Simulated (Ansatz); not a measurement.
Computed with PBE (plane waves to 420 eV, PAW; Ansatz, a quantum-chemistry and plane-wave program).

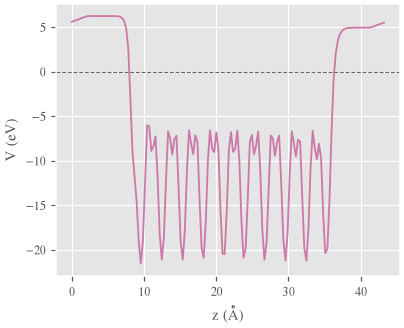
Fig. 1. Electrostatic potential energy of an electron, averaged over planes parallel to the surface, in eV from the Fermi level, for the (0001) surface of hexagonal WC in its 1x1 cell (cut with top plane W, bottom plane C), outermost plane spacing 1.42 Å in the ideal cut

Slab: 20 atoms, C10W10, 27.0 Å thick at the start; k 15x15x1, smearing 0.1 eV, dipole-corrected; all atoms relaxed; held to the start's symmetry, so lower structures may exist; no spin, no spin-orbit, no U.

Problem. The surface cell has an area of 7.39 Å². What dipole along the normal does the step between the two vacuum levels imply?

Solution. the top vacuum level lies 1.30 eV below the bottom one; p = −ε₀ A ΔV (ε₀ = 0.005526 e/(V·Å)) gives 0.05 e·Å a cell.
